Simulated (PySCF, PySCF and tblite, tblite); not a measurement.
# 2,2,2-trifluoroethanol (C2H3F3O): conformers and averaged spectra, part 2 of 2

PySCF and tblite. Atoms count from 0. Earlier steps stand in the parts before.

## 10. Couplings, conformer 2: B3LYP/pcJ-1

Job settings and geometry (Å):

```
{"job": {"xc": "B3LYP", "basis": "pcJ-1", "kind": "j"}, "charge": 0, "multiplicity": 1}
O      1.269550    -0.876173    -0.172490
C      0.530114     0.256994     0.141352
C     -0.813933    -0.181095     0.675876
F     -0.691885    -0.916650     1.778560
F     -1.540537     0.900673     0.981454
F     -1.497579    -0.893532    -0.216991
H      2.127341    -0.600951    -0.506604
H      0.990522     0.881836     0.930279
H      0.324506     0.908247    -0.729562
```

Log:

```text
coarse grid: 8376 points
cycle   1  E = -452.5284498303  dE =  9.516e-01  |g| = 1.078e+00  |ddm| = 2.393e+00
cycle   2  E = -452.2793294057  dE =  2.491e-01  |g| = 1.692e+00  |ddm| = 1.462e+00
cycle   3  E = -452.7125994357  dE = -4.333e-01  |g| = 6.748e-02  |ddm| = 9.426e-01
cycle   4  E = -452.7131259254  dE = -5.265e-04  |g| = 4.382e-02  |ddm| = 6.207e-02
cycle   5  E = -452.7134826324  dE = -3.567e-04  |g| = 8.982e-03  |ddm| = 2.700e-02
cycle   6  E = -452.7134924768  dE = -9.844e-06  |g| = 3.291e-03  |ddm| = 5.257e-03
cycle   7  E = -452.7134941563  dE = -1.680e-06  |g| = 3.755e-04  |ddm| = 2.040e-03
final grid: 84552 points
cycle   8  E = -452.7756274173  dE = -1.845e-04  |g| = 6.528e-03  |ddm| = 1.300e-02
cycle   9  E = -452.7756214582  dE =  5.959e-06  |g| = 8.907e-03  |ddm| = 7.419e-03
cycle  10  E = -452.7756334532  dE = -1.199e-05  |g| = 5.459e-04  |ddm| = 4.302e-03
cycle  11  E = -452.7756334738  dE = -2.057e-08  |g| = 3.548e-04  |ddm| = 4.493e-04
cycle  12  E = -452.7756334986  dE = -2.476e-08  |g| = 2.544e-05  |ddm| = 2.200e-04
cycle  13  E = -452.7756334986  dE = -5.184e-11  |g| = 1.644e-05  |ddm| = 1.952e-05
converged SCF energy = -452.7756334986

Indirect spin-spin couplings (Hz)
  i      j    bonds     total        FC       PSO       DSO        SD
  0 O    1 C    1     17.842    20.181    -0.655    -0.123    -1.560
  0 O    2 C    2    -10.644   -10.876     0.269    -0.058     0.020
  0 O    3 F    3      2.509     1.457     1.141    -0.038    -0.050
  0 O    4 F    3     -0.982    -2.442     1.538     0.216    -0.294
  0 O    5 F    3      2.506     1.469     1.126    -0.039    -0.050
  0 O    6 H    1    -78.139   -65.455   -12.061    -0.347    -0.275
  0 O    7 H    2     -2.774    -2.437    -0.689     0.169     0.182
  0 O    8 H    2     -2.812    -2.474    -0.691     0.170     0.183
  1 C    2 C    1     74.247    73.968    -1.351     0.438     1.191
  1 C    3 F    2     31.924    32.940    -2.483     0.055     1.412
  1 C    4 F    2     52.223    56.205    -4.002     0.106    -0.086
  1 C    5 F    2     31.746    32.712    -2.459     0.053     1.439
  1 C    6 H    2     -2.088    -2.218     0.579    -0.506     0.057
  1 C    7 H    1    146.177   144.967    -0.087     1.186     0.112
  1 C    8 H    1    146.393   145.184    -0.088     1.185     0.113
  2 C    3 F    1   -350.118  -323.174   -36.944     1.448     8.552
  2 C    4 F    1   -330.447  -309.032   -32.687     1.424     9.848
  2 C    5 F    1   -350.493  -323.539   -36.944     1.448     8.543
  2 C    6 H    3     13.858    13.735     0.593    -0.542     0.071
  2 C    7 H    2     -5.248    -5.385    -0.359     0.411     0.085
  2 C    8 H    2     -5.152    -5.289    -0.356     0.408     0.085
  3 F    4 F    2     72.879    37.649   -15.243    -0.449    50.921
  3 F    5 F    2     41.280    40.732   -44.966    -0.405    45.919
  3 F    6 H    4     -1.254    -1.007     1.967    -2.073    -0.142
  3 F    7 H    3      2.850     2.193     0.916     0.111    -0.370
  3 F    8 H    3     23.914    24.360     1.725    -2.185     0.013
  4 F    5 F    2     71.575    36.779   -15.680    -0.448    50.924
  4 F    6 H    4      4.377     4.436     1.776    -1.969     0.134
  4 F    7 H    3     -0.330    -0.066     0.139     0.301    -0.703
  4 F    8 H    3     -0.338    -0.063     0.125     0.305    -0.705
  5 F    6 H    4     -1.261    -1.020     1.988    -2.087    -0.142
  5 F    7 H    3     23.703    24.143     1.728    -2.186     0.019
  5 F    8 H    3      2.627     1.956     0.937     0.089    -0.355
  6 H    7 H    3      1.728     1.802     0.742    -0.887     0.071
  6 H    8 H    3      1.580     1.660     0.770    -0.917     0.067
  7 H    8 H    2    -10.157   -10.663     1.695    -1.537     0.348
```

Wall time 31 s (1 thread of Arm Neoverse V1, shared host); peak memory 0.78 GiB.

In short: HOMO -8.38 eV, LUMO 0.48 eV; dipole 3.40 D.

## 11. Averages: properties at B97-2/pcSseg-2

Job settings and geometry (Å):

```
{"job": {"study": "conf", "smiles": "OCC(F)(F)F", "search": {"seed": 7126, "n_embed": 90, "ff_keep": 14, "window": 3.0, "nmax": 8, "temps": [220, 260, 298.15, 340, 380], "t_ref": 298.15, "order": 0.001, "geom": true}, "level": {"nmr": {"xc": "B97-2", "basis": "pcSseg-2"}, "sp": {"xc": "CAM-B3LYP", "basis": "def2-TZVP"}, "j": {"xc": "B3LYP", "basis": "pcJ-1", "top": 4}}, "kind": "conf"}, "charge": 0, "multiplicity": 1}
O     -1.521543     0.509418     0.132130
C     -0.544157    -0.413799    -0.210649
C      0.850338     0.162151    -0.078009
F      1.057483     1.185495    -0.901378
F      1.045510     0.609270     1.174158
F      1.773567    -0.767604    -0.329307
H     -1.387356     0.760477     1.053313
H     -0.569146    -1.338997     0.396766
H     -0.691134    -0.700418    -1.262206
```

Log:

```text
conformer  sym    E(xTB)   E(DFT)   G(298.15 K)  weight  dipole/D
    1     C1      0.000    0.000    0.000   0.9791    1.669
    2     Cs      2.182    2.110    2.280   0.0209    3.430

mean shielding (ppm) by class
class atoms           220 K      260 K   298.15 K      340 K      380 K
  0 O  0             313.65    313.659    313.671    313.686    313.702
  1 C  1            117.451    117.451    117.451    117.451    117.451
  2 C  2             50.101     50.107     50.114     50.124     50.134
  3 F  3,4,5        269.485    269.467    269.444    269.414    269.382
  4 H  6              30.52     30.524     30.528     30.534      30.54
  5 H  7,8           27.632     27.631      27.63     27.628     27.626
```

Run time: 2.2 min. Hardware: 1 thread of Arm Neoverse V1, shared host. This counts the runs that the step sums up.

The search (ETKDG and KDG, MMFF94s, GFN2-xTB) embedded 90 structures, kept 2 distinct ones after the force field and 2 after xTB; 2 were carried on (window 3.0 kcal/mol at the search's own energies). Energies: CAM-B3LYP/def2-TZVP with D3(BJ).

The conformers at 298 K:

```csv
no.,group,mirror pair,ΔE xTB,ΔE DFT,ΔG,weight (%),μ (D),H6–O0–C1–C2 (°),"A, B, C (GHz)"
1,C1,yes,0.00,0.00,0.00,97.9,1.67,-61,"5.36, 2.86, 2.83"
2,Cs,no,2.18,2.11,2.28,2.1,3.43,-180,"5.37, 2.87, 2.83"
```

Energies in kcal/mol. ΔG holds xTB vibrations and rotation, symmetry numbers and mirror pairs.

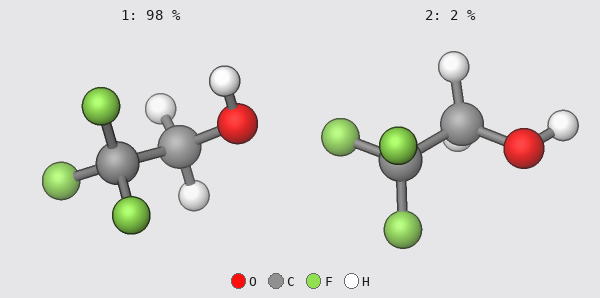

Conformers, most populated first.

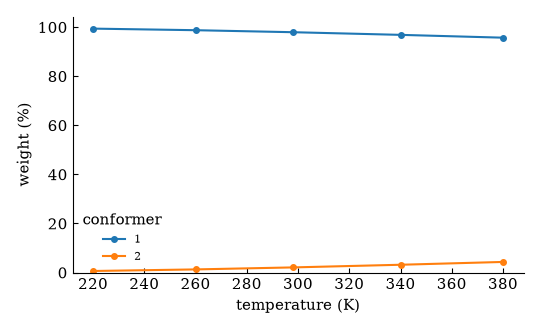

Weights against temperature.

How the weights hang on the way they are made:

```csv
scheme,1,2,mean μ (D)
DFT free energy,98,2,1.71
"DFT energy, symmetry counted",99,1,1.69
DFT energy alone,97,3,1.72
"xTB energy, symmetry counted",99,1,1.69
xTB free energy,98,2,1.70
lowest conformer only,100,0,1.67
equal weights,50,50,2.55
```

Shifts against references run at the same level (1H TMS 31.36, 17O H2O 326.2, 19F CFCl3 177.4, 13C TMS 183.5 ppm of shielding), by class of atoms, at 298 K:

```csv
atoms,environment,no. 1,no. 2,average,measured
C2,CF3 carbon,133.4,132.5,133.3,–
C1,sp3 CH2 bonded to O,66.0,66.0,66.0,–
"H7, H8",hydrogen on an sp3 CH2 bonded to O,3.73,3.90,3.73,–
H6,hydrogen on an alcohol oxygen,0.84,0.32,0.83,–
O0,alcohol oxygen,12.6,11.2,12.6,–
"F3, F4, F5",fluorine of a CF3 group,-92.1,-89.3,-92.0,-77.8
```

Measured: G. Saielli, R. Bini, A. Bagno, Computational 19F NMR. 2. Organic compounds, RSC Adv. 2014, ESI (exp. from Berger-Braun-Kalinowski 1994 and Everett 1995).

Couplings (Hz, B3LYP/pcJ-1; one pair named for each class, the eight largest averages at most for each number of bonds), from conformers that hold 100 % of the weight:

```csv
pair,bonds,no. 1,no. 2,average
C2–F3,1,-346.3,-343.7,-346.2
C1–H7,1,149.7,146.3,149.7
O0–H6,1,-72.7,-78.1,-72.8
C1–C2,1,67.4,74.2,67.6
O0–C1,1,20.3,17.8,20.3
F3–F4,2,63.6,61.9,63.6
C1–F3,2,37.0,38.6,37.0
H7–H8,2,-14.4,-10.2,-14.3
O0–H7,2,-8.7,-2.8,-8.6
C1–H6,2,-3.3,-2.1,-3.2
C2–H7,2,-2.7,-5.2,-2.8
O0–C2,2,-1.0,-10.6,-1.2
H6–H7,3,9.9,1.6,9.8
F3–H7,3,8.8,8.7,8.8
O0–F3,3,3.2,1.3,3.1
C2–H6,3,1.0,13.9,1.3
F3–H6,4,-1.0,0.6,-0.9
```

Effective distances for nuclear Overhauser effects, ⟨r⁻⁶⟩^(−1/6) as a mean over all pairs of two classes, so longer than the nearest pair where a class holds remote atoms (Å): H6···H7 2.51.

## 12. Summary of results

This closing draws on all 2 parts.

```
                            quantity                                                value
                          conformers  2; the first in weight is no. 1 (C1), 98 % at 298 K
             root-mean-square dipole                                               1.72 D
averaged 13C shifts (B97-2/pcSseg-2)                                      133.3, 66.0 ppm
 averaged 1H shifts (B97-2/pcSseg-2)                                       3.73, 0.83 ppm
averaged 19F shifts (B97-2/pcSseg-2)                                            -92.0 ppm
```

What this shows: At 298 K conformer 1 holds 98 % of the ensemble (99 % at 220 K, 96 % at 380 K). Against 1 measured 19F shift the average misses by 14.2 ppm, the leading conformer alone by 14.3 ppm. Vibration and solvent are missing from the shifts, so part of that gap is not the functional's. Among vicinal couplings, C2–H6 differs most between the conformers listed (1.0 for no. 1, 13.9 for no. 2; average 1.3 Hz). Protons on O, N, S or Se exchange and bind to solvent, so their values hold for the lone molecule only.
